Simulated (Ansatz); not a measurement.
The calculation's input:

```
crystal:
  lattice:
    - [-4.255194901, -4.255194901, 0.0]
    - [0.0, -4.255194901, 4.255194901]
    - [-4.255194901, 0.0, 4.255194901]
  atoms:
    - { symbol: Zr, position: [0.5, 0.0, 0.0] }
    - { symbol: Ti, position: [0.0, 0.0, 0.0] }
    - { symbol: Ti, position: [0.5, 0.5, 0.0] }
    - { symbol: Ti, position: [0.0, 0.5, 0.0] }
    - { symbol: Ti, position: [0.5, 0.0, 0.5] }
    - { symbol: Ti, position: [0.0, 0.0, 0.5] }
    - { symbol: Ti, position: [0.5, 0.5, 0.5] }
    - { symbol: Ti, position: [0.0, 0.5, 0.5] }
    - { symbol: "N", position: [0.75, 0.25, 0.25] }
    - { symbol: "N", position: [0.243633359, 0.256366641, 0.256366641] }
    - { symbol: "N", position: [0.756366641, 0.743633359, 0.256366641] }
    - { symbol: "N", position: [0.243633359, 0.743633359, 0.256366641] }
    - { symbol: "N", position: [0.756366641, 0.256366641, 0.743633359] }
    - { symbol: "N", position: [0.243633359, 0.256366641, 0.743633359] }
    - { symbol: "N", position: [0.756366641, 0.743633359, 0.743633359] }
    - { symbol: "N", position: [0.25, 0.75, 0.75] }
basis:
  ecutwfc: 420
kpoints:
  mp_grid: { grid: [8, 8, 8] }
  band_path: { path: [[0.0, 0.0, 0.0], [0.0, -0.5, -0.5]], npoints: 1 }
hamiltonian:
  xc: pbesol
scf:
  occupations: { method: gaussian, width: 0.1 }
  n_extra_bands: 11
output:
  forces: true
  stress: true
  eigenvalues: true
  write_density: true
  write_potential: true
  elf: true
  volumetric_format: npy
```

Run with:

```sh
ansatz run input.yaml --threads 4 --pin off --max-ram 10240MiB --backend cpu --events-out ev --progress --plain --runs-dir out
```

Below, planes, directions and counts refer to the conventional cell (a = 8.51 Å, b = 8.51 Å, c = 8.51 Å, α = 90.00°, β = 90.00°, γ = 90.00°).

Space group Fm-3m; a generated structure, not necessarily the stable one; computed without spin polarisation.

All numbers below come from Ansatz 0.2.0, DFT PBEsol, scalar-relativistic, plane waves, PAW.

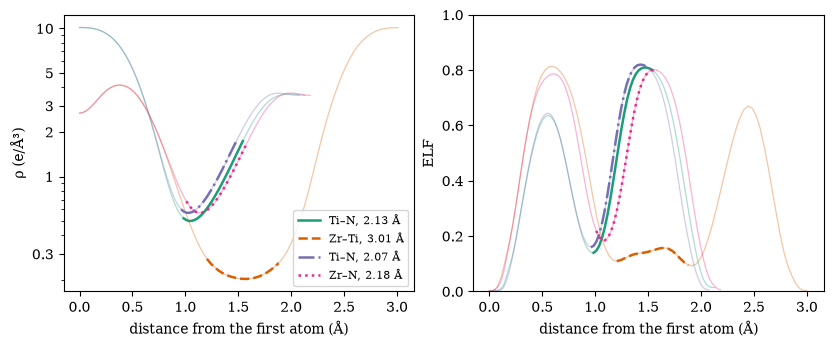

ZrTi7N8. Valence electron density and electron localisation function along straight lines between neighbouring atoms. Thin, pale parts lie inside the atomic spheres.

Core electrons are frozen (PAW), and the valence fields are smoothed inside the atomic spheres.

Question: Compare the contacts.

Answer: Ti–N (2.13 Å): ρ at the midpoint is about 0.5 e/Å³; the ELF peaks at about 0.80 in the valence shell of N, 0.7 Å from its nucleus, and is about 0.20 at the midpoint: no shared electron pair shows on this line.
Zr–Ti (3.01 Å): the density is about 0.21 e/Å³ at the midpoint; the ELF is about 0.15 at the midpoint (no shared electron pair shows on this line).
Ti–N (2.07 Å): ρ is about 0.57 e/Å³ halfway; the ELF peaks at about 0.80 in the valence shell of N, 0.6 Å from its nucleus, and is about 0.20 at the midpoint: no localised pair shows between them.
Zr–N (2.18 Å): ρ at the midpoint is about 0.58 e/Å³; the ELF peaks at about 0.80 in the valence shell of N, 0.6 Å from its nucleus, and drops to about 0.20 between the two atoms; no localised pair shows between them.
